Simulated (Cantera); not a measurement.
Input: 1 mol KCl, 1.1 mol HCl, a varied amount of N2, held at 750 °C and 79.0 mbar.

Cantera equilibrium calculation (NASA polynomials, part measured and part estimated; ideal gas, pure solids and liquids). Candidate condensed phases: K, KCl, NH4Cl; 17 gas species. Equilibrium is a limit: real reactors are often held back by kinetics, nucleation or transport.

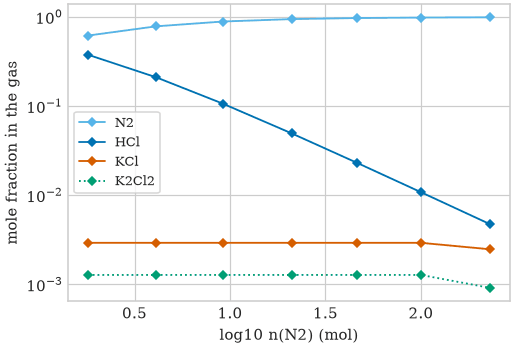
*Equilibrium gas composition (values under 1e-9 drawn at 1e-9)*

Q: Read off the mole fractions at 4.1 mol N2.

A: N2 about 0.79, HCl about 0.21, KCl about 0.0029, K2Cl2 about 0.0013.
